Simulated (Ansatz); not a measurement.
**singlet CH4FSi−: levels of theory compared**

Aim: a comparison of 6 runs (HF/aug-cc-pVDZ, B3LYP/aug-cc-pVDZ, BHLYP/aug-cc-pVDZ, CAM-B3LYP/aug-cc-pVDZ, MP2/aug-cc-pVDZ, CCSD/aug-cc-pVDZ) of singlet CH4FSi−. 

Program for the calculation: Ansatz 0.2.0.

45 further runs of the same task are left out: 45 set aside as unsound or not needed.

**1. The system as given**

CH4FSi−: 7 atoms, total charge -1, spin state singlet. SMILES of the parent species: `C[SiH]F`. The shape is that of a PBE0-D4/def2-TZVP optimisation. That shape belongs to the parent species and isn't relaxed for this state.

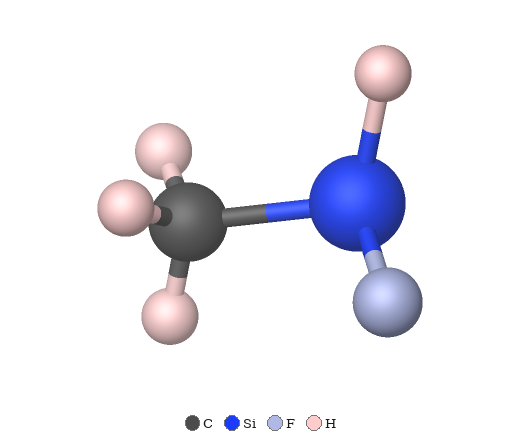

Viewed from a chosen angle; carbon dark grey, silicon blue, fluorine light blue, hydrogen pink.

**2. The energy at HF/aug-cc-pVDZ (run 1)**

run.yaml reads:

```yaml
crystal:
  periodic: [false, false, false]
  atoms:
    - {symbol: C, position_ang: [-0.653500, 0.389500, -0.298000]}
    - {symbol: Si, position_ang: [0.917400, -0.594100, -0.104100]}
    - {symbol: F, position_ang: [0.640700, -1.812800, 0.909600]}
    - {symbol: H, position_ang: [-1.444900, -0.207800, -0.754100]}
    - {symbol: H, position_ang: [-0.470200, 1.260900, -0.931700]}
    - {symbol: H, position_ang: [-1.000700, 0.738300, 0.679600]}
    - {symbol: H, position_ang: [2.011300, 0.226000, 0.498700]}
basis:
  gaussian:
    orbitals: aug-cc-pVDZ
total_charge: -1
hamiltonian:
  xc: hf
accuracy: high
output:
  orbitals: {seedname: orbitals}
```

On the command line:

```bash
ansatz run run.yaml --threads 1 --pin off --max-ram 3480MiB --events-out events.jsonl --progress --plain --runs-dir runs
```

The log of the run:

```text
Warning: RAYON_NUM_THREADS=1 ignored (pool sized by the plan → 1); use --threads N
Functional definition: HF
  name "HF"
  exchange = exact_x
  correlation = 0
2190 factors; integrals over basis functions are off by at most 3.6e-9 eV
mean field evaluation 1: about -11661.0090 eV, gradient 2.0e1 eV
mean field evaluation 2: about -11661.0417 eV, gradient 2.0e1 eV
mean field evaluation 4: about -11662.4778 eV, gradient 2.9e0 eV
mean field evaluation 8: about -11662.5178 eV, gradient 2.6e-1 eV
mean field evaluation 16: about -11662.5192 eV, gradient 6.7e-7 eV
mean field -11662.51919768 eV, -428.5896753752 hartree, gradient 2.8e-8 eV, S^2 0.000000; 0 other end points of the search recorded, 0 dependent functions left out
reference -11662.51919768 eV, -428.5896753752 hartree; 17, 17 occupied and 92, 92 virtual orbitals, 2190 factors
Total energy: -11662.51919768 eV, -428.5896753752 hartree
```

It took 4.8 s on 1 thread of Arm Neoverse V2, shared host; peak memory 0.31 GiB.

**3. The energy at B3LYP/aug-cc-pVDZ (run 2)**

in.yaml reads:

```yaml
crystal:
  periodic: [false, false, false]
  atoms:
    - symbol: C
      position_ang: [-0.653500, 0.389500, -0.298000]
    - symbol: Si
      position_ang: [0.917400, -0.594100, -0.104100]
    - symbol: F
      position_ang: [0.640700, -1.812800, 0.909600]
    - symbol: H
      position_ang: [-1.444900, -0.207800, -0.754100]
    - symbol: H
      position_ang: [-0.470200, 1.260900, -0.931700]
    - symbol: H
      position_ang: [-1.000700, 0.738300, 0.679600]
    - symbol: H
      position_ang: [2.011300, 0.226000, 0.498700]
basis:
  gaussian:
    orbitals: aug-cc-pVDZ
total_charge: -1
hamiltonian:
  xc: {name: B3LYP}
accuracy: high
output: {orbitals: {seedname: orbitals}}
```

On the command line:

```bash
ansatz run in.yaml --threads 1 --pin off --max-ram 3480MiB --events-out events.jsonl --progress --plain --runs-dir runs
```

The log of the run:

```text
Warning: RAYON_NUM_THREADS=1 ignored (pool sized by the plan → 1); use --threads N
Functional definition: B3LYP
  name "B3LYP"
  parameter a0 = 0.2
  parameter ax = 0.72
  parameter ac = 0.81
  exchange = (1 - a0 - ax)*slater_x + ax*b88_x + a0*exact_x
  correlation = (1 - ac)*vwn_rpa_c + ac*lyp_c
2190 factors; integrals over basis functions are off by at most 3.6e-9 eV
mean field evaluation 1: about -11693.6547 eV, gradient 4.5e1 eV
mean field evaluation 2: about -11687.8498 eV, gradient 6.4e1 eV
mean field evaluation 4: about -11698.5708 eV, gradient 2.9e0 eV
mean field evaluation 8: about -11698.6537 eV, gradient 1.9e-1 eV
mean field evaluation 16: about -11698.6538 eV, gradient 1.2e-4 eV
mean field -11698.65381175 eV, -429.9175979495 hartree, gradient 6.5e-8 eV, S^2 0.000000; 0 other end points of the search recorded, 0 dependent functions left out
reference -11698.65384446 eV, -429.9175991514 hartree; 17, 17 occupied and 92, 92 virtual orbitals, 2190 factors
Total energy: -11698.65384446 eV, -429.9175991514 hartree
```

Wall time 12 s (1 thread of Arm Neoverse V2, shared host); peak memory 0.36 GiB.

**4. The energy at BHLYP/aug-cc-pVDZ (run 3)**

in.yaml reads:

```yaml
crystal:
  periodic: [false, false, false]
  atoms:
    - {symbol: C, position_ang: [-0.653500, 0.389500, -0.298000]}
    - {symbol: Si, position_ang: [0.917400, -0.594100, -0.104100]}
    - {symbol: F, position_ang: [0.640700, -1.812800, 0.909600]}
    - {symbol: H, position_ang: [-1.444900, -0.207800, -0.754100]}
    - {symbol: H, position_ang: [-0.470200, 1.260900, -0.931700]}
    - {symbol: H, position_ang: [-1.000700, 0.738300, 0.679600]}
    - {symbol: H, position_ang: [2.011300, 0.226000, 0.498700]}
basis:
  gaussian:
    orbitals: aug-cc-pVDZ
total_charge: -1
magnetization:
  spin_polarized: false
hamiltonian:
  xc: {name: BHLYP}
accuracy: high
output: {orbitals: {seedname: orbitals}}
```

On the command line:

```bash
ansatz run in.yaml --threads 1 --pin off --max-ram 3480MiB --events-out events.jsonl --progress --plain --runs-dir runs
```

The log of the run:

```text
Warning: RAYON_NUM_THREADS=1 ignored (pool sized by the plan → 1); use --threads N
Functional definition: BHLYP
  name "BHLYP"
  parameter a = 0.5
  exchange = (1 - a)*b88_x + a*exact_x
  correlation = lyp_c
2190 factors; integrals over basis functions are off by at most 3.6e-9 eV
mean field evaluation 1: about -11693.5943 eV, gradient 3.1e1 eV
mean field evaluation 2: about -11694.0019 eV, gradient 3.0e1 eV
mean field evaluation 4: about -11696.0319 eV, gradient 1.3e0 eV
mean field evaluation 8: about -11696.1773 eV, gradient 8.8e-2 eV
mean field evaluation 16: about -11696.1774 eV, gradient 9.7e-4 eV
mean field evaluation 32: about -11696.1774 eV, gradient 4.6e-8 eV
mean field -11696.17744734 eV, -429.8265932361 hartree, gradient 4.6e-8 eV, S^2 0.000000; 0 other end points of the search recorded, 0 dependent functions left out
reference -11696.17747043 eV, -429.8265940846 hartree; 17, 17 occupied and 92, 92 virtual orbitals, 2190 factors
Total energy: -11696.17747043 eV, -429.8265940846 hartree
```

It took 15 s on 1 thread of Arm Neoverse V2, shared host; peak memory 0.36 GiB.

Runs 4 to 5 aren't shown in full; the table further down has their settings and results.

**5. The energy at CCSD/aug-cc-pVDZ (run 6)**

Edit in.yaml of step 4 so:

```diff
@@ -14,7 +14,7 @@
 total_charge: -1
-magnetization:
-  spin_polarized: false
-hamiltonian:
-  xc: {name: BHLYP}
+correlation:
+  method: ccsd
+  frozen_orbitals: {C: 1, F: 1, H: 0, Si: 5}
 accuracy: high
-output: {orbitals: {seedname: orbitals}}
+scf:
+  omitted_lower_state_checks: [cluster_reference, increment]
```

On the command line:

```bash
ansatz run in.yaml --threads 1 --pin off --max-ram 3480MiB --events-out events.jsonl --progress --plain --runs-dir runs
```

The log of the run:

```text
Warning: RAYON_NUM_THREADS=1 ignored (pool sized by the plan → 1); use --threads N
[... 12 lines left out ...]
7 core orbitals not correlated: weight in the atoms' cores, before any rotation towards them, 1.000 or more for the frozen orbitals, at most 0.000 for the correlated occupied ones
[... 31 lines left out ...]
Total energy: -11676.39235353 eV, -429.0995044492 hartree
Checks for a lower state left out: cluster_reference, increment
```

It took 32 s on 1 thread of Arm Neoverse V2, shared host; peak memory 0.88 GiB.

**6. Overview of the runs**

```
run                  level  frozen core orbitals  energy (Eh)  HOMO energy (eV)  LUMO energy (eV)  HOMO–LUMO gap (eV)  wall time
  1         HF/aug-cc-pVDZ                     –  -428.589675             -0.65              3.91                4.56      4.8 s
  2      B3LYP/aug-cc-pVDZ                     –  -429.917599              1.14              2.80                1.67       12 s
  3      BHLYP/aug-cc-pVDZ                     –  -429.826594              0.39              3.27                2.87       15 s
  4  CAM-B3LYP/aug-cc-pVDZ                     –  -429.848977              0.01              3.37                3.36       14 s
  5        MP2/aug-cc-pVDZ                     7  -429.064992                 –                 –                   –      5.7 s
  6       CCSD/aug-cc-pVDZ                     7  -429.099504                 –                 –                   –       32 s
```

**7. What came out**

| quantity | value |
| --- | --- |
| run 6: total energy | -429.09950 Eh |
| run 6: correlation energy (7 core orbitals frozen) | -509.8 mEh |
| run 6: T1 diagnostic | 0.015 |

In words: Below the HF energy at the same shape and in the same basis (aug-cc-pVDZ): MP2 -475.3 mEh; CCSD -509.8 mEh. Over runs 1, 2, 3, 4 the HOMO–LUMO gap runs from 1.67 eV (B3LYP/aug-cc-pVDZ) to 4.56 eV (HF/aug-cc-pVDZ). Exact exchange widens orbital gaps. The empty levels of an anion lie above zero and hang on the basis. Totals of different functionals can't be ranked against each other. In runs 2, 3, 4 the HOMO lies above zero, so the outermost electron may be held by the basis alone. All runs together took 83 s, the longest 32 s.
